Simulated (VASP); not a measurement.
Band structure of Cd$_{2}$Hg$_{2}$S$_{4}$ (ordered alloy cell). Calculation: PBEsol GGA, VASP's PBE PAW potentials (set 64) (plane waves; VASP 6.6.1).

Unless said otherwise, spin-orbit coupling is left out, though it shifts the bands of the heavy elements here.

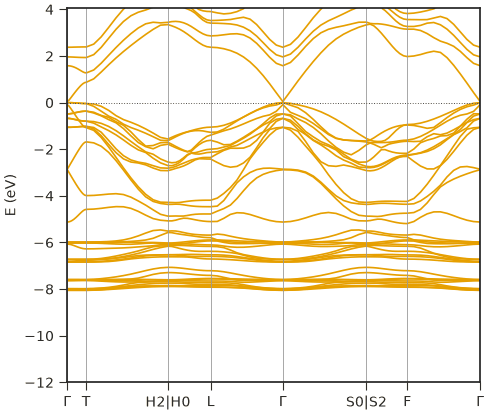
*Bands along high-symmetry lines, zero at the valence-band maximum or, without a gap, the Fermi level*

Read the plot: is there a gap, and where are the band edges?

The gap is direct, 0.05 eV, from the valence maximum at Γ to the conduction minimum at Γ. (Edges off the drawn lines would not show.)

The structure was generated: Cd2Hg2S4 was put into an ordered model structure (R3m), which need not be its known phase. It was relaxed first.
